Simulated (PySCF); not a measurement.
C4H15NOSi3

The calculation's input:

```
{"job": {"kind": "nmr", "xc": "PBE0", "basis": "pcSseg-1"}, "charge": 0, "multiplicity": 1}
C     -2.829697    -0.513195    -1.063176
C     -2.239869    -0.953428     0.034587
C     -0.816144    -1.366900     0.123112
Si     0.224275     0.020160     0.949936
N     -0.249191     0.436009     2.558570
C      2.069519    -0.414473     0.945401
Si     2.848116    -0.589142    -0.773104
O     -0.036513     1.391997     0.119429
Si    -0.351428     2.244821    -1.216094
H     -3.857341    -0.191724    -1.071824
H     -2.305976    -0.464243    -2.003614
H     -2.792089    -0.988975     0.965928
H     -0.732081    -2.284403     0.706662
H     -0.428272    -1.569711    -0.874380
H     -0.173164    -0.251548     3.288752
H     -1.084716     0.984864     2.680027
H      2.598133     0.364334     1.492440
H      2.222427    -1.335992     1.505131
H      4.277903    -0.888843    -0.615673
H      2.232394    -1.705960    -1.500894
H      2.703143     0.642499    -1.550242
H      0.532733     3.406450    -1.131783
H     -1.765417     2.612032    -1.161166
H     -0.058476     1.435138    -2.400468
```

Launched as:

```sh
OMP_NUM_THREADS=1 python probes_run.py task.json out
```

Geometry: GFN2-xTB.

These are results of PBE0/pcSseg-1, SCF density, gas phase, non-relativistic (PySCF 2.14.0), not measurements.

> What will maps of the electron density and electron localisation function show?

C–C (1.32 Å): the density is about 2.3 e/Å³ at the midpoint; the ELF peaks at about 0.95 between the atoms; a short, multiple covalent bond.
C–C (1.49 Å): the density is about 1.7 e/Å³ at the midpoint; the ELF peaks at about 0.95 between the atoms (a shared electron pair).

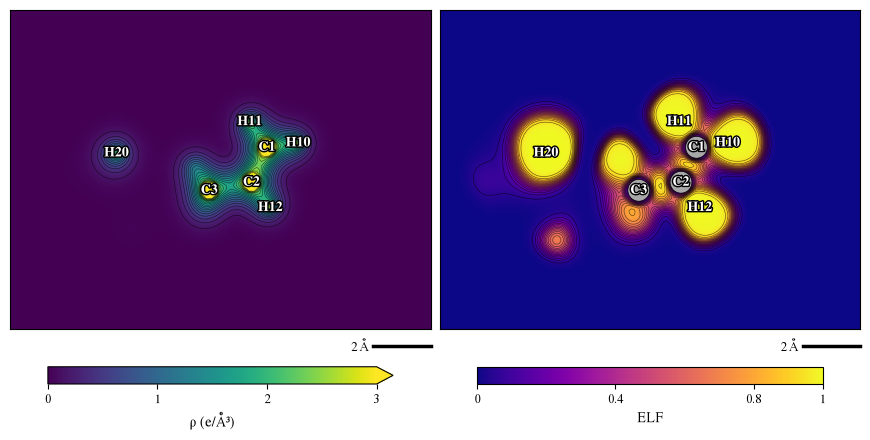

Computed electron density and electron localisation function on the plane of atoms C1, C2 and C3, in this order. Grey discs cover the atomic cores in the ELF map. 
